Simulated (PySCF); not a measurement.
CH2Cl6Si2, SMILES Cl[Si](Cl)(Cl)C[Si](Cl)(Cl)Cl, PBE0/def2-SVP optimised geometry. Atoms within 1.6 Å of the plane z = 0.0 Å (x, y, z in Å): Cl1 (2.87, -0.59, 0.00), Si2 (0.81, -0.59, 0.00), Cl4 (0.17, 1.35, 0.00), C5 (0.22, -1.51, -1.50), Cl8 (-2.87, -1.35, -0.53), H10 (0.39, -2.59, -1.31).

Computed with PBE0/def2-TZVP run with PySCF 2.14.0. Cells within 0.4 Å of a nucleus heavier than hydrogen are left out (blank, or x).

Map of the LUMO amplitude (bohr^(-3/2)) on the plane z = 0.0 Å; orbital energy -0.46 eV, overall sign arbitrary:

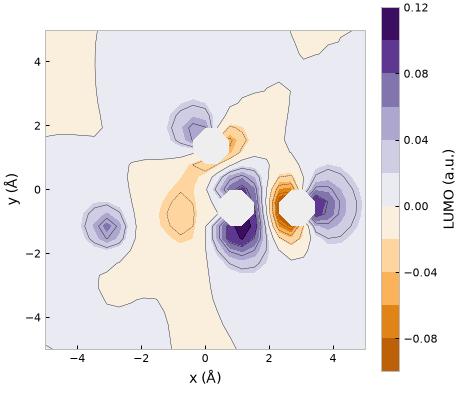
*LUMO amplitude (bohr^(-3/2)) on the plane z = 0.0 Å.*
